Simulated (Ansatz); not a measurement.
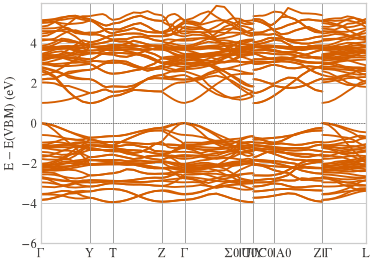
Fig. 1. Band structure from r²SCAN (plane waves, PAW; program Ansatz)

Question: Read off the gap and where the band edges lie.

Answer: About 1.0 eV (1.00 eV by a search for the band edges); maximum at Γ, minimum at Y.

The material is Y$_{2}$Te$_{3}$ in space group Fddd (No. 70; Y on 16g, Y on 16g, Te on 16e, Te on 32h).

The first step of the workflow began from a Materials Project structure, measured or hypothetical; the Crystallography Open Database copy checked does not list it. Its standing as an ambient phase is unchecked. Symmetry was held in the r²SCAN relaxation; its stability against distortions is not shown here. The run is not spin-polarised. Spin–orbit coupling is left out wherever it is not named.

Potentials: the later of the program's two PAW sets.
